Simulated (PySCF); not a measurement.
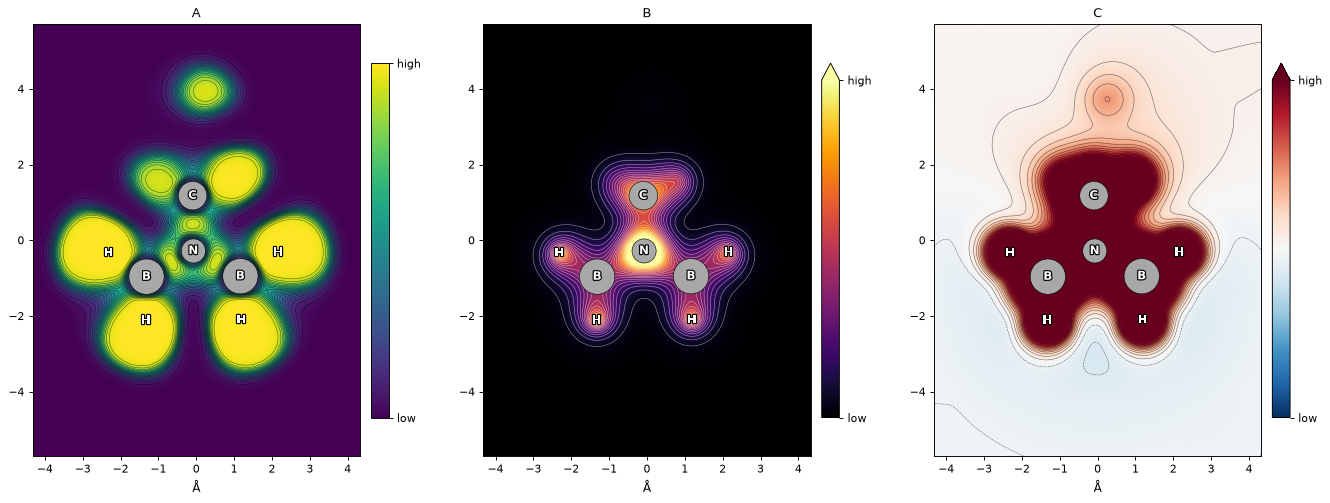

C₅H₁₃B₂N: 3 fields on the plane of atoms N2, B3 and H11, with unlabelled colour scales. Grey discs cover the atomic cores.

Geometry: GFN2-xTB.

Computed with PBE0/pcSseg-1, SCF density, gas phase, non-relativistic (PySCF).

Question: Match the panels to the quantities (electron density, electron localisation function and electrostatic potential).

Answer: Panel A: electron localisation function. Panel B: electron density. Panel C: electrostatic potential (strongly positive close to the atoms and fading to about zero outside). From the grid: B–N (1.41 Å): ρ is about 1.9 e/Å³ halfway; the ELF peaks at about 0.95 between the atoms; a short, strongly polar bond. C–N (1.46 Å): ρ at the midpoint is about 1.9 e/Å³; the ELF peaks at about 0.95 between the atoms (localised, covalent bonding).
